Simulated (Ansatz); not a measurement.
GeH4ClO (charge +1): single-point calculation

System: GeH4ClO, charge +1.
Method: RKS PBE0-D4/def2-TZVPP (Ansatz 0.2.0).

The geometry comes from this level: PBE0-D4/def2-TZVP.

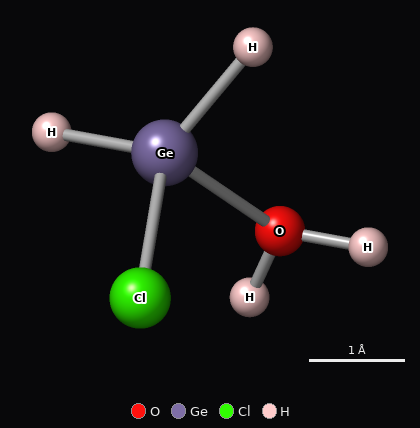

*The input geometry (ball-and-stick view, seen at a tilt). Sticks mark near contacts.*

Bond lengths as drawn: Cl–Ge 2.09 Å, Ge–H 1.52 Å, Ge–O 1.99 Å and H–O 0.97 Å.

The input
```yaml
crystal:
  periodic: [false, false, false]
  atoms:
    - {symbol: O, position_ang: [-0.882951, 0.302431, -0.636489]}
    - {symbol: Ge, position_ang: [0.738946, 0.064239, 0.483535]}
    - {symbol: Cl, position_ang: [0.770054, -1.992859, 0.822894]}
    - {symbol: H, position_ang: [-1.766488, 0.195448, -0.252341]}
    - {symbol: H, position_ang: [-0.896370, -0.006320, -1.555264]}
    - {symbol: H, position_ang: [0.280826, 0.889579, 1.673291]}
    - {symbol: H, position_ang: [1.755983, 0.547483, -0.535628]}
basis:
  gaussian: {orbitals: def2-TZVPP}
total_charge: 1
hamiltonian: {xc: pbe0, dispersion: d4}
output: {orbitals: {seedname: orbitals}}
```

Command:
```bash
ansatz run in.yaml --threads 2 --pin off --events-out ev --progress --plain --max-ram 4352MiB
```

The program's output
```
Functional definition: PBE0
  name "PBE0"
  cite "Adamo & Barone, J. Chem. Phys. 110, 6158 (1999) doi:10.1063/1.478522"
  cite "Perdew, Burke & Ernzerhof, Phys. Rev. Lett. 77, 3865 (1996) doi:10.1103/PhysRevLett.77.3865"
  parent pbe
  parameter a = 0.25
  parameter kappa = 0.804
  parameter beta = 0.06672455060314922
  exchange = (1 - a)*pbe_x(kappa = kappa, mu = beta*pi^2/3) + a*exact_x
  correlation = pbe_c(beta = beta)
1113 factors; their error is unknown
mean field evaluation 1: about -71126.1143 eV, gradient 7.5e1 eV
mean field evaluation 2: about -71115.7659 eV, gradient 1.0e2 eV
mean field evaluation 4: about -71134.4802 eV, gradient 4.4e0 eV
mean field evaluation 8: about -71134.8267 eV, gradient 2.0e-1 eV
mean field -71134.82677918 eV, -2614.1566672175 hartree, gradient 6.1e-5 eV, S^2 0.000000; 0 other end points of the search recorded, 0 dependent functions left out
reference -71134.82680469 eV, -2614.1566681550 hartree; 30, 30 occupied and 147, 147 virtual orbitals, 1113 factors
Total energy: -71134.91390300 eV, -2614.1598689587 hartree
```

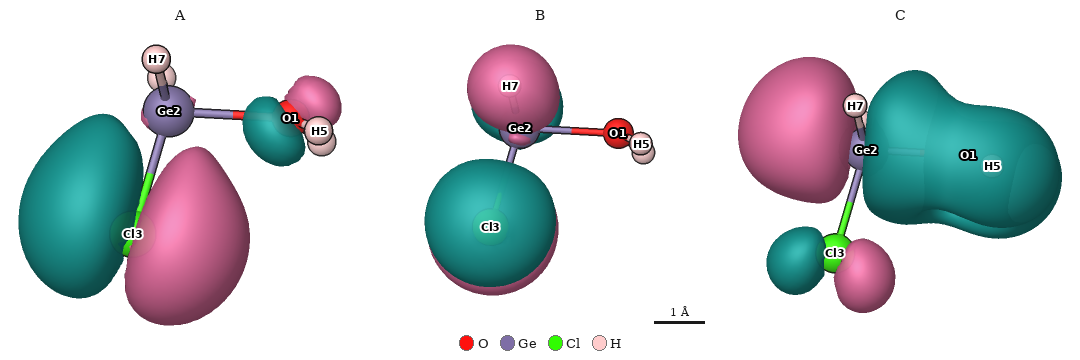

*Three frontier orbitals at ±0.08 Å⁻³ᐟ² (teal and pink are the two phases).*

A is the HOMO−1 (−14.59 eV). B is the HOMO (−14.18 eV). C is the LUMO (−6.49 eV). By Hirshfeld shares it lies mainly on Ge2 (50 %), O1 (15 %), H4 (10 %), H5 (10 %) and Cl3 (10 %). The HOMO–LUMO gap is 7.69 eV between the orbital energies.

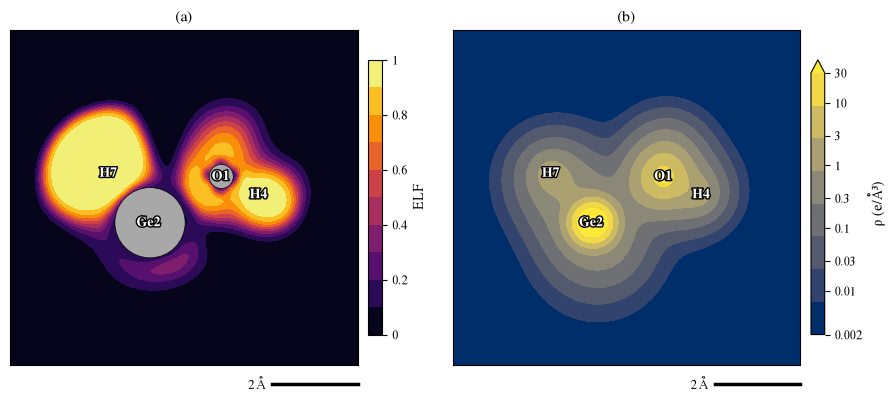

*(a) electron localisation function; (b) total electron density on the plane of atoms O1, Ge2 and H7. Grey discs, where drawn, cover atomic cores.*

Ge–O (1.99 Å): ρ at the midpoint is about 0.59 e/Å³; the ELF peaks at about 0.90 in the valence shell of O, 0.5 Å from its nucleus, and is about 0.35 at the midpoint. Ge–H (1.52 Å): ρ at the midpoint is about 1.2 e/Å³, with its minimum of 0.98 e/Å³ about 0.9 Å from Ge; the ELF climbs to about 1 towards the hydrogen.

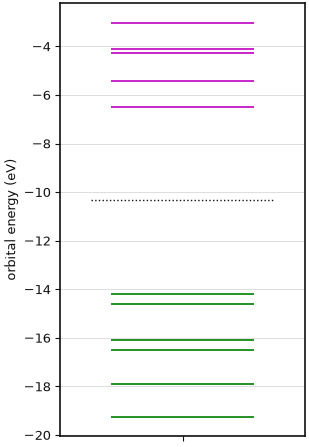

*Orbital energies near the frontier; the dotted line parts filled from empty levels, and levels within 0.02 eV of each other stand side by side.*

Highest filled −14.18 eV, lowest empty −6.49 eV, 7.69 eV apart.

Summary

| quantity | value |
| --- | --- |
| outcome | converged |
| total energy | −71134.9139 eV |
| mean-field energy | −71134.8268 eV |
| dispersion energy | −0.0871 eV |
| SCF solution under orbital rotations | stable |
| HOMO | −14.18 eV |
| LUMO | −6.49 eV |
| hardware | 2 threads of Arm Neoverse V1, 23 GiB of memory available, shared host |
| wall time | 2.8 s (CPU time 5.4 s) |
| peak memory | 0.4 GiB |
